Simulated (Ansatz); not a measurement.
```xyz
13

B    -0.3081   -2.8121   -0.5159
B     0.6097   -1.4316   -0.1313
F     1.9327   -1.5796    0.0447
C     0.0161   -0.0103    0.0293
C    -1.2981    0.2309   -0.1379
C    -1.9824    1.5461   -0.0124
H    -0.8038   -3.5161    0.3373
H    -0.5085   -3.1582   -1.6599
H     0.6707    0.8351    0.2850
H    -1.9566   -0.6136   -0.3955
H    -2.7707    1.5046    0.7584
H    -2.4896    1.8136   -0.9550
H    -1.2795    2.3506    0.2477
```

Level of theory: RKS PBE0-D4/def2-SVP in Ansatz.

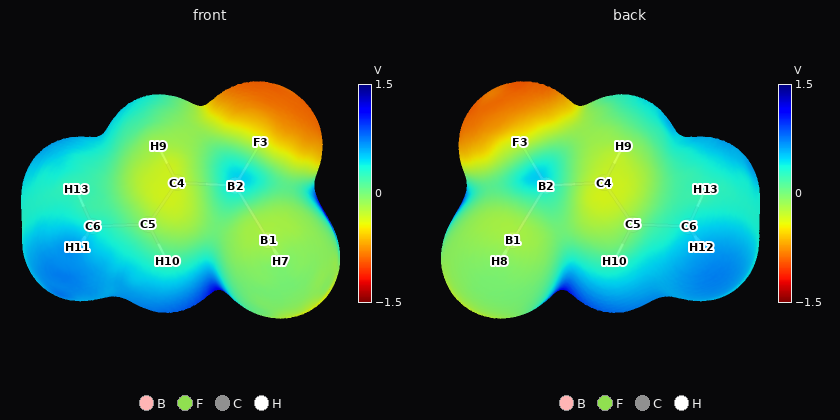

C$_{3}$H$_{7}$B$_{2}$F (SMILES BB(F)C=CC). The electrostatic potential painted on the density surface at 0.001 e/bohr³, seen from the front and from behind; red is negative and blue positive.

> Where is the surface potential most negative and most positive?

The most negative region (about −0.9 V, or −21 kcal/mol for a unit charge) lies over F3, the most positive (about +1.2 V, or +28 kcal/mol for a unit charge) over B1.
